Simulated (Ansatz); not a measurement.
# MgH2 (model cell, started as CdI2 type): from the cell to its phonons, part 2 of 2

Wanted: vibrations and spectra of MgH2 (model cell, started as CdI2 type); the cell is already relaxed. After the zone centre comes a 3×3×2 q mesh on a 9×9×4 k mesh.

Ansatz 0.2.0; DFT PBEsol, scalar-relativistic, plane waves, PAW.

So far. Step 2 (Zone-centre response): Before it was imposed, the acoustic sum rule was missed by 8.1e-6 eV/Å² and the charge sum rule by 0.0011 e. Small misses are needed for a sound result but don't prove that mesh and cutoff are converged. The lowest optical mode is real, 834 cm⁻¹.

The structure was built from a prototype and need not be the compound's stable phase.

## 3. The dispersion

Stability and thermal properties need the whole zone. Linear response on a 3×3×2 q mesh gives force constants as far as a supercell of that size would, and the tensors from the zone-centre run are typed in so that the long-range dipole term is interpolated apart.

The input, input.yaml:

```yaml
crystal:
  lattice:
    - [3.0022825744, 0.0, 0.0]
    - [-1.5011412872, 2.6000529788, 0.0]
    - [0.0, 0.0, 4.3922210858]
  atoms:
    - { symbol: Mg, position: [0.0, 0.0, 0.0] }
    - { symbol: H, position: [0.3333333333, 0.6666666667, 0.2136125854] }
    - { symbol: H, position: [0.6666666667, 0.3333333333, 0.7863874146] }
kpoints:
  mp_grid: { grid: [9, 9, 4] }
hamiltonian:
  xc: pbesol
scf:
  occupations: { method: fixed }
output:
  eigenvalues: true
phonons:
  method: dfpt
  qmesh: [3, 3, 2]
  temperatures: { t_max: 1000, t_step: 50 }
  qpath:
    path:
      - [[0.0, 0.0, 0.0], [0.5, 0.0, 0.0], [0.33333333, 0.33333333, 0.0], [0.0, 0.0, 0.0], [0.0, 0.0, 0.5], [0.5, 0.0, 0.5], [0.33333333, 0.33333333, 0.5], [0.0, 0.0, 0.5]]
      - [[0.5, 0.0, 0.5], [0.5, 0.0, 0.0]]
      - [[0.33333333, 0.33333333, 0.5], [0.33333333, 0.33333333, 0.0]]
    npoints: 10
  non_analytic_term:
    high_frequency_dielectric_tensor: [[3.9551, 0.0, 0.0], [0.0, 3.9551, 0.0], [0.0, 0.0, 3.1179]]
    born_effective_charges:
      - { species: Mg, tensor: [[1.9482, 0.0, 0.0], [0.0, 1.9482, 0.0], [0.0, 0.0, 1.1509]] }
      - { species: H, tensor: [[-0.9741, 0.0, 0.0], [0.0, -0.9741, 0.0], [0.0, 0.0, -0.5754]] }
      - { species: H, tensor: [[-0.9741, 0.0, 0.0], [0.0, -0.9741, 0.0], [0.0, 0.0, -0.5754]] }
    source: "zone-centre run at this cell"
```

Command:

```sh
ansatz run input.yaml --threads 4 --pin off --max-ram 7168MiB --backend cpu --events-out ev --progress --plain --runs-dir out
```

Numbers of over 12 decimals in the logs are rounded to 6 here.

The log of the run:

```text
Warning: phonons: the dynamical matrix that this run interpolates holds no multipole term above the dipole-dipole one, and a site of this crystal is no centre of inversion, so its interpolated transverse optical and acoustic branches and sound speeds can stay off near Gamma, and the density of states and the thermodynamics with them. What a run solves at a wave vector of phonons.qpoints, Gamma apart, where the deck admits one, is free of this, and under fd what a larger phonons.supercell samples
[...]
Crystal: 3 atoms, lattice volume = 34.286 Å³
Basis set: ecut = 420 eV, 651 PW (Γ), exchange–correlation on 48×48×60 points (8 copies of the dense FFT grid, shifted against one another)
Bands: 10, of which v1, the nominal top of the filled ones, is band 6 counted from 1 (5 counted from 0)
Symmetry: 12 space group operations
k-points: 43 of 324
[...]
SCF iter   1: F=—  HF=-1943.690529 eV  |F-HF|=—  |Δ(HF+E_count)|=         —  Δρ=6.19e-3  dr2=9.31e-3  ethr=1.77e-3  ⟨swp⟩=4.6  Hψ=2419  notcnv=0  defer=76
[...]
SCF iter   8: F=-1943.687197 eV  HF=-1943.687197 eV  |F-HF|=1.14e-12  |Δ(HF+E_count)|=  4.37e-11  Δρ=2.94e-8  dr2=8.50e-13  ethr=1.00e-12  ⟨swp⟩=6.1  Hψ=2520  notcnv=0
SCF 1 converged in 8 iterations: F = -1943.687197 eV  dr2 = 8.50e-13
[...]
NSCF: frozen V_eff on 43 k-points
[...]
DFPT response loops at q = (0, 0, 0) (fractional): preconditioner auto → none (the input reference at scf.mixing.eps_inf says where Resta's filter doesn't serve); β = 0.50; Broyden in place of MSR1
[...]
SCF converged after 8 iterations
Free energy (F): -1943.687197 eV
[...]
Internal energy: -1943.687197 eV  (E = F + TS)
E sigma→0 (E₀):  -1943.687197 eV
Fermi energy:    0.972614 eV
[...]
--- Band table (eV; the first three rows and the last of 43) ---
[...]
--- Phonons (Γ-DFPT): 4 representative perturbations + reference (Σ response iterations 13) ---
  ASR residual: 5.956e-6 → 0.000e0 eV/Å²; symmetrization residual: 1.503e-7 eV/Å²
  ASR residual per site (eV/Å²): 5.96e-6 5.02e-6 5.02e-6
  Γ frequencies (cm⁻¹): 0.00 0.00 0.00 834.20 834.20 840.56 1023.07 1077.90 1077.90
--- Phonons (arbitrary-q DFPT): 6 irreducible q on the 3×3×2 mesh ---
  q = [0.0000, 0.0000, 0.0000] (star 1, of the zone-centre solve; hermiticity 6.21e-8, symmetrization 9.37e-14): -0.00 -0.00 0.00 834.20 834.20 840.56 1023.07 1077.90 1077.90
  q = [0.0000, 0.0000, -0.5000] (star 1, 4 solved perturbations in 276 linear systems a pass and spin channel, the states on 95 of 324 k-point pairs; hermiticity 5.71e-8, symmetrization 3.40e-10): 34.00 34.00 60.57 848.71 848.71 1014.57 1028.91 1070.38 1070.38
  q = [0.0000, 0.3333, 0.0000] (star 6, 6 solved perturbations on 180 of 324 k-point pairs; hermiticity 2.66e-8, symmetrization 7.44e-13): 92.99 199.54 334.60 784.23 827.14 951.43 1092.33 1098.37 1192.54
[...]
sum rule: each row above includes the acoustic sum rule's correction from the zone centre's row sums; it moved no ω² by more than (1.16 cm⁻¹)²
  mesh force constants: q→R imaginary residual 0.00e0; ASR residual 5.956e-6 → 0.000e0 eV/Å²; symmetrization residual 8.882e-15 eV/Å²
  interpolated dispersion: 94 rows × 9 modes
  density of states and harmonic sums: on the 24×24×14 q-mesh, interpolated from the force constants of a 3×3×2 supercell (with the dipole–dipole term of supplied tensors)
  largest difference from the sums on the solved wave vectors: F 2.21e-2 eV, S 3.70e-5 and C_V 1.39e-5 eV/K
  zero-point energy: 0.406644 eV/cell   skipped modes (ω ≤ 0): 3   left out of the sums: 4.13e-5 of the cell's modes: C_V's classical limit lies that fraction below 3 k_B per atom; for a crystal, a wire or a layer, F and S can be off by more, and a phonons.interpolated_qmesh denser along its periods is the remedy for the sampling
```

The job ended after 18 s (4 threads of Arm Neoverse V2, shared host; peak memory 0.46 GiB; 68 s of CPU time).

Numbers from this step:

- sum-rule residual before enforcement: 5.96e-6 eV/Å²
- lowest frequency on the path: 0 cm⁻¹
- highest frequency on the path or at a solved wavevector: 1205 cm⁻¹
- mean frequency: 728.8 cm⁻¹
- Debye temperature (second moment): 1536 K
- logarithmic mean frequency: 556.4 cm⁻¹
- lowest mode on the q mesh (acoustic modes at Γ apart): 34 cm⁻¹
- zero-point energy per atom: 135.6 meV
- heat capacity at 300 K: 11.06 J/(mol atoms K)
- vibrational entropy at 300 K: 10.93 J/(mol atoms K)
- edges of the widest gap between branches, on path and mesh: 380.7, 780.5 cm⁻¹

Frequencies (cm⁻¹) solved at each irreducible wavevector; negative means imaginary. Frequencies by wavevector, by row:

```tsv
q in reciprocal lattice units	star	mode 1	mode 2	mode 3	mode 4	mode 5	mode 6	mode 7	mode 8	mode 9
0 0 0	1	0	0	0	834.2	834.2	840.6	1023	1078	1078
0 0 -0.5	1	34	34	60.6	848.7	848.7	1015	1029	1070	1070
0 0.3333 0	6	93	199.5	334.6	784.2	827.1	951.4	1092	1098	1192
0 0.3333 -0.5	6	121.9	199.1	333.4	802.8	845.4	897.4	1086	1111	1164
0.3333 0.3333 0	2	95	332.3	332.3	834.6	834.6	950.9	1089	1089	1192
0.3333 0.3333 -0.5	2	130.8	330.9	330.9	783.3	783.3	972.7	1101	1101	1175
```

Interpolated from a 3×3×2 q mesh, rough between the solved points, with the LO-TO term (at Γ the limit along the path; where Γ stands inside the path, tables give the limit on arrival). Phonon branches along the path, in cm⁻¹:

```tsv
point	branch 1	branch 2	branch 3	branch 4	branch 5	branch 6	branch 7	branch 8	branch 9
Γ	0	0	0	834	841	1023	1078	1078	1198
M	106	227	381	818	824	888	1108	1121	1180
K	95	332	332	835	835	951	1089	1089	1192
Γ	0	0	0	834	841	1023	1078	1078	1198
A	34	34	61	849	849	1015	1029	1070	1070
L	144	229	378	828	837	838	1106	1112	1173
H	131	331	331	783	783	973	1101	1101	1175
A	34	34	61	849	849	1015	1029	1070	1070
jump to L	144	229	378	828	837	838	1106	1112	1173
M	106	227	381	818	824	888	1108	1121	1180
jump to H	131	331	331	783	783	973	1101	1101	1175
K	95	332	332	835	835	951	1089	1089	1192
```

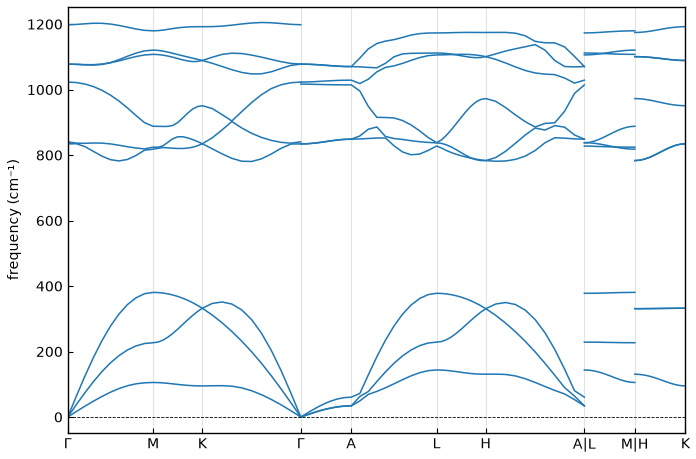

Phonon branches along the path.

The phonon density of states has structure finer than the step of the table below, so its rows give means over 50 cm⁻¹, whole bins alone (the curve runs from 5 to 1215 cm⁻¹). Peaks (cm⁻¹: height): 105.0: 0.0218, 225.0: 0.0123, 355.0: 0.0167, 795.0: 0.0249, 845.0: 0.0293, 1115.0: 0.0458, 1175.0: 0.0284.

Tetrahedra on a 24×24×14 mesh, mean over bins of 10 cm-1. Interpolated from a 3×3×2 q mesh, rough between the solved points. Table of phonon density of states by wavenumber; means over each step:

```tsv
wavenumber (cm⁻¹)	phonon density of states (1/cm⁻¹/cell)
50	0.00366
100	0.0158
150	0.00684
200	0.00689
250	0.00861
300	0.00592
350	0.0112
400	0.00105
450	0
500	0
550	0
600	0
650	0
700	0
750	2.5e-5
800	0.0190
850	0.0203
900	0.0120
950	0.00655
1000	0.00231
1050	0.0103
1100	0.0289
1150	0.00816
```

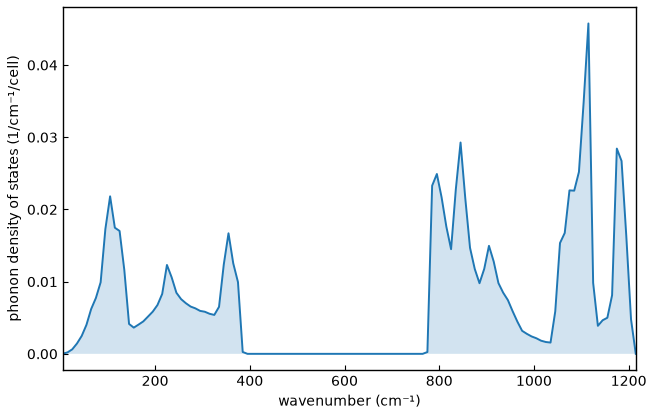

Phonon density of states against wavenumber.

The partial phonon density of states has structure finer than the step of the table below, so its rows give means over 100 cm⁻¹, whole bins alone (the curve runs from -10 to 1255 cm⁻¹). Peaks (cm⁻¹: height): H 793.8: 0.0218, 841.6: 0.0239, 1112.1: 0.0346, 1183.8: 0.0236; Mg 109.4: 0.0183, 228.8: 0.0103, 356.1: 0.0137.

Phonopy on the run's constants, 21x21x13 mesh, Gaussian sigma 9.0 cm-1. Interpolated from a 3×3×2 q mesh, rough between the solved points. Table of partial phonon density of states by wavenumber; means over each step; values in 1/cm⁻¹/cell:

```tsv
wavenumber (cm⁻¹)	H	Mg
100	4.8e-4	0.0111
200	2.4e-4	0.00675
300	1.9e-4	0.00692
400	9.4e-5	0.00369
500	0	0
600	0	0
700	7.8e-7	0
800	0.0147	4.2e-4
900	0.0121	3.1e-4
1000	0.00368	5.5e-5
1100	0.0197	1.4e-4
1200	0.00875	1.2e-4
```

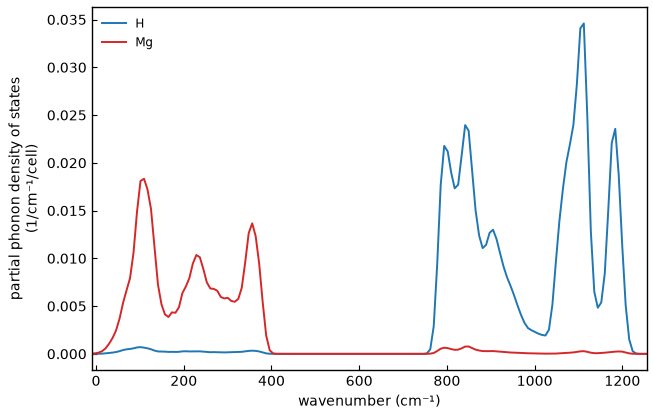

Partial phonon density of states, plotted against wavenumber.

Harmonic thermodynamic functions per atom, from the density of states. Interpolated from a 3×3×2 q mesh, rough between the solved points. Thermodynamic functions, by row:

```tsv
T (K)	F_vib (meV/atom)	S (J/mol-atom/K)	C_V (J/mol-atom/K)
0	135.6	0	0
50	135.4	0.944	1.966
100	134.4	3.115	4.425
200	129	7.205	7.621
300	119.5	10.93	11.06
400	106.3	14.58	14.33
500	89.39	18.06	16.87
600	68.96	21.31	18.72
700	45.3	24.3	20.05
800	18.67	27.05	21.03
900	-10.69	29.57	21.75
1000	-42.55	31.89	22.29
```

Harmonic mean-square displacement, third of the trace. Interpolated from a 3×3×2 q mesh, rough between the solved points. Mean square displacements, by row:

```tsv
T (K)	Mg1 U_eq (Å²)	H2 U_eq (Å²)	H3 U_eq (Å²)
0	0.00446	0.01928	0.01928
100	0.00775	0.02186	0.02186
300	0.01953	0.03048	0.03048
600	0.03826	0.04683	0.04683
```

Symmetry leaves 6 wavevectors to solve. The lowest mode among them, the acoustic zeros apart, lies at q = (0, 0, -0.5) and is real, 34.0 cm⁻¹.

## 4. Isotope substitution, element H, natural mass 1.008 amu

An isotope changes the mass and not the force constants, so no new electronic calculation is needed; the shifts show which modes move this element.

The same force constants with the mass of H changed from 1.008 to 2.014 u (phonopy, no LO-TO term). Both lists are sorted by frequency; levels can cross, so a row need not hold one and the same mode. Modes under 3 cm⁻¹ are left out. Isotope shifts, by row:

```tsv
q	rank	natural mass (cm⁻¹)	changed mass (cm⁻¹)
0 0 0	4	834.2	612.3
0 0 0	5	834.2	612.3
0 0 0	6	840.6	617
0 0 0	7	1023	723.8
0 0 0	8	1078	762.5
0 0 0	9	1078	762.5
0 0 -0.5	1	34	32.83
0 0 -0.5	2	34	32.83
0 0 -0.5	3	60.57	58.48
0 0 -0.5	4	848.7	621.7
0 0 -0.5	5	848.7	621.7
0 0 -0.5	6	1015	717.8
0 0 -0.5	7	1029	753.9
0 0 -0.5	8	1070	757.2
0 0 -0.5	9	1070	757.2
0 0.3333 0	1	92.99	91.27
0 0.3333 0	2	199.5	196.5
0 0.3333 0	3	334.6	327.6
0 0.3333 0	4	784.2	564.5
0 0.3333 0	5	827.1	590.3
0 0.3333 0	6	951.4	680.1
0 0.3333 0	7	1092	773.8
0 0.3333 0	8	1098	782.4
0 0.3333 0	9	1193	852.8
0 0.3333 -0.5	1	121.9	119.2
0 0.3333 -0.5	2	199.1	196.1
0 0.3333 -0.5	3	333.4	327.1
0 0.3333 -0.5	4	802.8	582
0 0.3333 -0.5	5	845.4	602.8
0 0.3333 -0.5	6	897.4	641.3
0 0.3333 -0.5	7	1086	774
0 0.3333 -0.5	8	1111	785.9
0 0.3333 -0.5	9	1164	829.4
```

A mode of this element alone would shift by -29.26 %. The highest zone-centre frequency without the field goes from 1077.9 to 762.5 cm⁻¹ (-29.3 %). The product of the frequency ratios over all optical modes at Γ is 0.140; the product rule, (m/m′)^(3k/2) (M′/M)^(3/2) with k = 2 such atoms and M the mass of the cell, gives 0.140.

## 5. Another isotope, element Mg, natural mass 24.305 amu

The same for Mg, from 24.30 to 25.98 u.

The same force constants with the mass of Mg changed from 24.305 to 25.983 u (phonopy, no LO-TO term). Both lists are sorted by frequency; levels can cross, so a row need not hold one and the same mode. Modes under 3 cm⁻¹ are left out. Isotope shifts, by row:

```tsv
q	rank	natural mass (cm⁻¹)	changed mass (cm⁻¹)
0 0 0	4	834.2	832.1
0 0 0	5	834.2	832.1
0 0 0	6	840.6	838.5
0 0 0	7	1023	1023
0 0 0	8	1078	1078
0 0 0	9	1078	1078
0 0 -0.5	1	34	32.96
0 0 -0.5	2	34	32.96
0 0 -0.5	3	60.57	58.72
0 0 -0.5	4	848.7	846.7
0 0 -0.5	5	848.7	846.7
0 0 -0.5	6	1015	1015
0 0 -0.5	7	1029	1026
0 0 -0.5	8	1070	1070
0 0 -0.5	9	1070	1070
0 0.3333 0	1	92.99	90.05
0 0.3333 0	2	199.5	193.2
0 0.3333 0	3	334.6	324
0 0.3333 0	4	784.2	783.3
0 0.3333 0	5	827.1	826.7
0 0.3333 0	6	951.4	950.8
0 0.3333 0	7	1092	1092
0 0.3333 0	8	1098	1098
0 0.3333 0	9	1193	1192
0 0.3333 -0.5	1	121.9	118.1
0 0.3333 -0.5	2	199.1	192.8
0 0.3333 -0.5	3	333.4	322.9
0 0.3333 -0.5	4	802.8	801.5
0 0.3333 -0.5	5	845.4	844.9
0 0.3333 -0.5	6	897.4	896.8
0 0.3333 -0.5	7	1086	1086
0 0.3333 -0.5	8	1111	1111
0 0.3333 -0.5	9	1164	1164
```

A mode of this element alone would shift by -3.28 %. The highest zone-centre frequency without the field goes from 1077.9 to 1077.9 cm⁻¹ (+0.0 %). The product of the frequency ratios over all optical modes at Γ is 0.993; the product rule, (m/m′)^(3k/2) (M′/M)^(3/2) with k = 1 such atoms and M the mass of the cell, gives 0.993.

## 6. What came out

```
space group (within 0.01 Å)                             : P-3m1
volume per atom                                         : 11.4 Å³
gap on the k-mesh                                       : 3.91 eV
highest optical mode at the zone centre (no LO-TO term) : 1078 cm⁻¹
top of the zone-centre spectrum with the field          : 1198 cm⁻¹
lowest optical zone-centre mode                         : 834 cm⁻¹
mean high-frequency dielectric constant                 : 3.68
mean static dielectric constant                         : 6.96
largest Born charge (third of the trace)                : 1.68 e
lowest mode on the q mesh (acoustic modes at Γ apart)   : 34.0 cm⁻¹
highest frequency on the path or at a solved wavevector : 1205 cm⁻¹
zero-point energy per atom                              : 136 meV
heat capacity at 300 K                                  : 11.1 J/(mol atoms K)
vibrational entropy at 300 K                            : 10.9 J/(mol atoms K)
Debye temperature (second moment)                       : 1536 K
imaginary modes on the 3×3×2 q mesh                     : none
```

The structure is a minimum as far as tested: no mode is imaginary at the 6 irreducible wavevectors of the 3×3×2 mesh, and the softest away from the acoustic zeros lies at 34 cm⁻¹. Without the field, the optical modes at Γ span 834 to 1078 cm⁻¹. The highest mode in this list at Γ, 1077.9 cm⁻¹, is mostly motion of H (100 % of the kinetic energy). With the macroscopic field of the longitudinal modes the top of the zone-centre spectrum lies at 1198 cm⁻¹, against 1078 cm⁻¹ without it. Lattice motion raises the mean dielectric constant from 3.676 to 6.961. The strongest infrared line is at 834 cm⁻¹. Averaged over orientations, the strongest Raman line at 532 nm and 300 K is at 1023 cm⁻¹. On the path and the mesh, the widest gap between branches runs from 381 to 780 cm⁻¹. With the field response the log warns that the k mesh is coarse for the force constants too, so the frequencies may not be converged. The q mesh stands for a supercell only 8.8 Å across, so branches between the solved wavevectors are rough. The program warns that the interpolation holds no quadrupole term, so branches close to Γ can be off in this crystal. The starting cell was built on a prototype and not taken from a measurement, so the phase need not exist. These are harmonic frequencies at zero temperature: anharmonic shifts, linewidths and thermal expansion are left out.

[Logs are printed without paths, hosts, clocks, repeated set-up lines and the standing remarks that a program may print on its own settings, such as how far it seeks lower states.]

[Hosts, paths, dates, database ids (printed as entryN), source tags and the programs' standing remarks are cut or masked in the printed files.]
